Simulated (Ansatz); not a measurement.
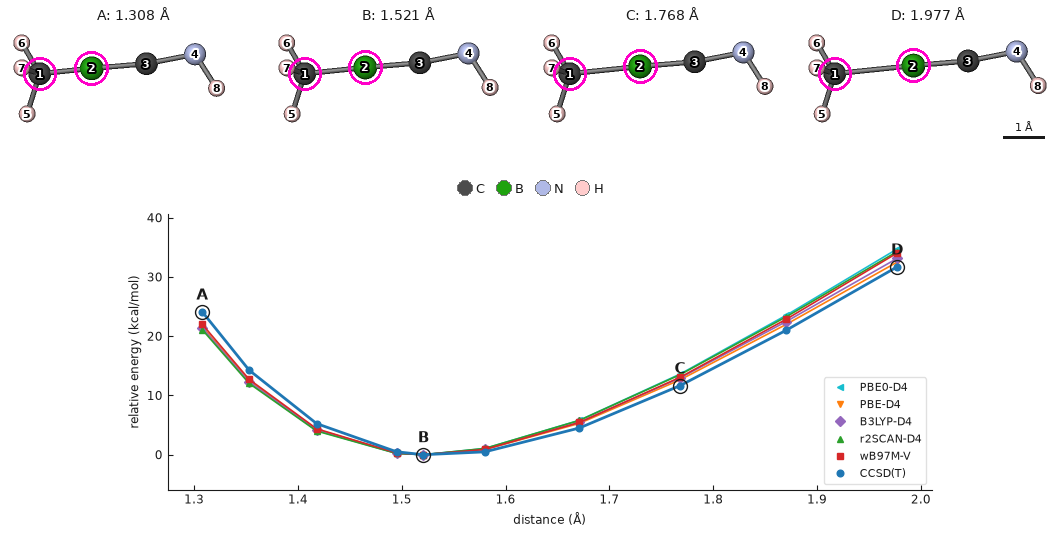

Energy scan for C2H4BN, in which the C1–B2 distance is varied, with the rest of the molecule carried along rigidly. The lettered frames are marked on the plot, at the values of CCSD(T). The picture is a ball-and-stick view, seen face on, with a slight tilt. The ringed atoms are those of the scanned coordinate.

Single-point energies from Ansatz with CCSD(T), wB97M-V, r2SCAN-D4, B3LYP-D4, PBE-D4, PBE0-D4 in the def2-TZVPP basis, on geometries moved rigidly from the minimum at PBE0-D4/def2-TZVP. Coupled cluster with a frozen core. Energies are counted from the PBE0-D4/def2-TZVP minimum geometry at the same level.

Question: Read off the main features of the energy profile.

Answer: With CCSD(T): the lowest computed point lies at the distance 1.521 Å (0.0 kcal/mol). At the ends of the scan the energy is 24.1 kcal/mol (1.308 Å) and 31.7 kcal/mol (1.977 Å). The curvature at the lowest point is about 30 eV/Å² (4.8 mdyn/Å). The well is steeper on the short side, as for any bond. At 1.977 Å the levels give CCSD(T) 31.7 kcal/mol, PBE-D4 32.5 kcal/mol, B3LYP-D4 33.1 kcal/mol, wB97M-V 34.0 kcal/mol, r2SCAN-D4 34.3 kcal/mol, PBE0-D4 34.7 kcal/mol. Closest to CCSD(T) there is PBE-D4. At 1.308 Å to 1.977 Å the mean-field solution behind CCSD(T) isn't stable (a lower one of broken symmetry exists), so those energies are less reliable.
